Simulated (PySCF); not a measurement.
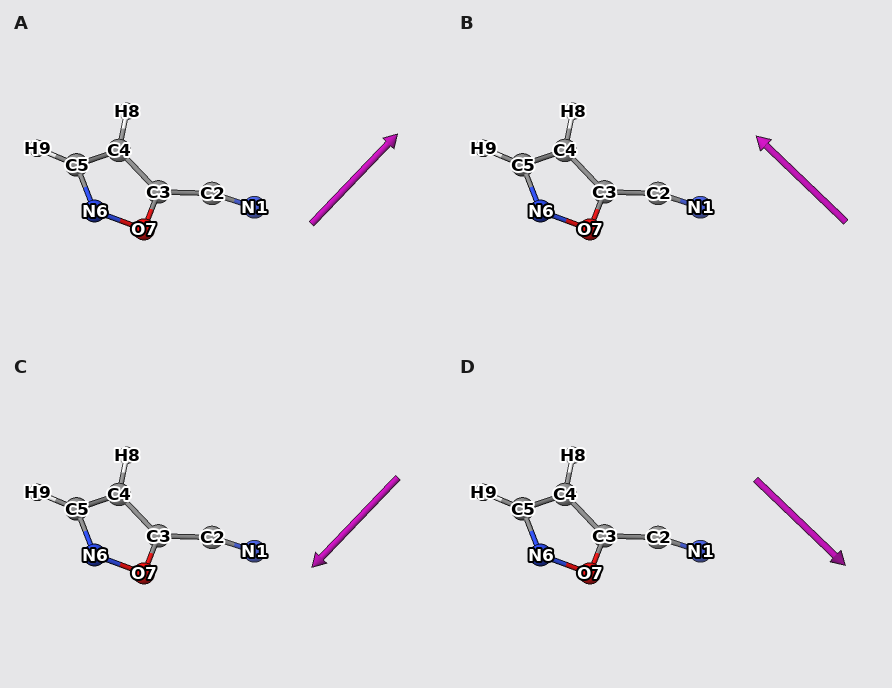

The same molecule four times, each with an arrow. Geometry: a frame of a GFN2-xTB molecular-dynamics simulation, not a minimum. Method: PBE0/pcSseg-1, gas phase (PySCF 2.14.0).

**Which arrow points along the dipole moment, from the negative to the positive end?**

B. The dipole moment is 4.16 D; it points from the side of N1 to the side of H9 (the outermost atoms at the two ends).
